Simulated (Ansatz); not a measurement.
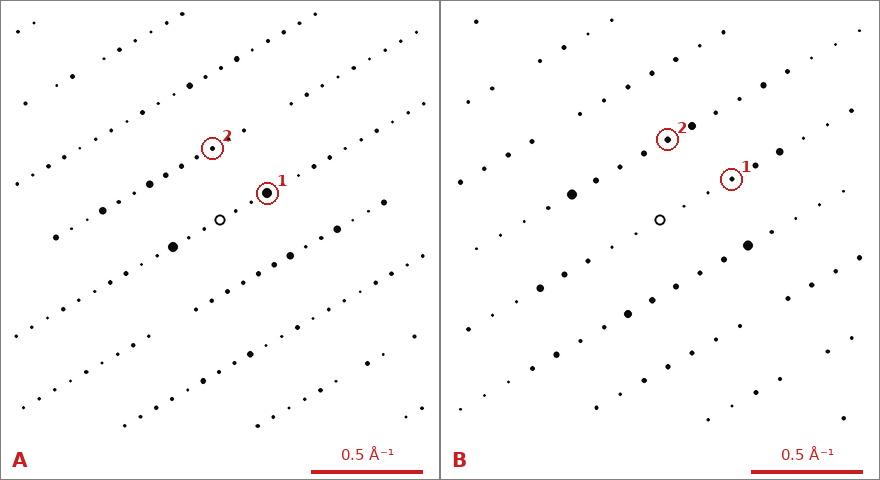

Kinematic electron diffraction patterns (300 kV, B = 0.5 Å², same scale) along [010] of the run's own cell, for the start and the end of one relaxation of C2Cl3 with Ansatz 0.2.0, DFT, PAW plane waves, pbe. k mesh 5×5×5. The start is a generated model structure, and the relaxation ends in the nearest stationary point of its symmetry, not necessarily the ground state. Spot 1 is 0 0 -3 and spot 2 is -1 0 -2 in both.

Start structure:

```yaml
crystal:
  lattice:
    - [0.00000, 3.46330, 0.00000]
    - [6.77144, -1.73165, 0.00000]
    - [-2.57428, 1.73165, -8.01478]
  atoms:
    - { symbol: Cl, position: [0.65905, 0.80645, 0.48835] }
    - { symbol: Cl, position: [0.34095, 0.19355, 0.51165] }
    - { symbol: Cl, position: [0.76925, 0.65605, 0.11755] }
    - { symbol: Cl, position: [0.23075, 0.34395, 0.88245] }
    - { symbol: C, position: [0.40983, 0.76774, 0.94808] }
    - { symbol: C, position: [0.59017, 0.23226, 0.05192] }
    - { symbol: Cl, position: [0.95035, 0.63169, 0.73099] }
    - { symbol: Cl, position: [0.04965, 0.36831, 0.26901] }
    - { symbol: C, position: [0.13690, 0.98072, 0.70692] }
    - { symbol: C, position: [0.86310, 0.01928, 0.29308] }
```

### Which pattern belongs to the start structure, and which to the relaxed one?

B is the start: its cell gives d(1) = 2.672 Å, d(2) = 2.739 Å and an angle of 54.7°. A is the relaxed structure, with d(1) = 4.078 Å (+52.7 %), d(2) = 3.067 Å (+12.0 %) and 66.2°.

### Name reflections whose intensity changes strongly on relaxation.

1 0 6 fades out of sight; 0 0 5 goes from 36 to 0.14 % of the strongest spot; 1 0 -5 goes from 0.19 to 33 % of the strongest spot; 0 0 3 goes from 4.9 to 100 % of the strongest spot.

### Summarise the relaxation behind the change.

The volume changed by +44.1 % to 27.09 Å³ an atom; with the mean shift removed, the atoms moved by up to 1.78 Å relative to the cell (Cl most); the space group stayed C2/m (No. 12); the free energy fell by 1200 meV an atom. Relaxed cell: a = 3.474 Å, b = 6.605 Å, c = 12.438 Å, α = 98.40°, β = 81.97°, γ = 105.25°.
